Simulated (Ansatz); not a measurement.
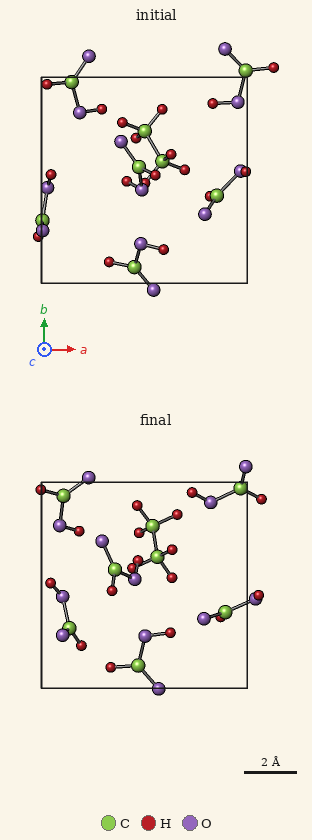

The structure of an amorphous cell of composition H₉C₄O₆ before (top) and after (bottom) a relaxation, at one scale.

A ball-and-stick model of the cell of the calculation, seen along the c axis.

The cell holds 1 C2H6 + 6 HCOOH. The run prepares the start of a later molecular dynamics calculation, from a guessed geometry.

Method: DFT LDA, scalar-relativistic, plane waves, PAW (Ansatz 0.2.0). Set-up: plane-wave cutoff 420 eV; k-point mesh 1 × 1 × 1; occupations fermi dirac; smearing width 0.05 eV; no spin polarisation; atoms relaxed in a fixed cell; force threshold 0.3 eV/Å; at most 15 steps.

> Summarise the run.

The relaxation stopped without meeting its thresholds, so the last structure isn't shown to be converged. It used up its limit of 15 steps. The atom that moves furthest is an H atom (1.77 Å roughly along [−3 −1 1]). By element the largest moves are H 1.77 Å, C 1.16 Å, O 1.14 Å. The lattice vectors keep their values. Some distances before and after: H–O 0.980 → 1.046 Å, C–O 1.350 → 1.304 Å, H–O 0.980 → 1.024 Å, C–H 1.096 → 1.122 Å. Among the angles between lasting bonds that change: C–O–H 106.0° → 115.9°, C–O–H 106.0° → 113.4°, C–O–H 106.0° → 111.5°. After 14 geometry steps the energy has fallen by 2.370 eV per cell of the calculation. Largest force component: 1.4 eV/Å at the start, 0.72 eV/Å at the end.

Limits of the set-up: the periodic images lie only 8.0 Å apart, so the values are limited by the cell's size.
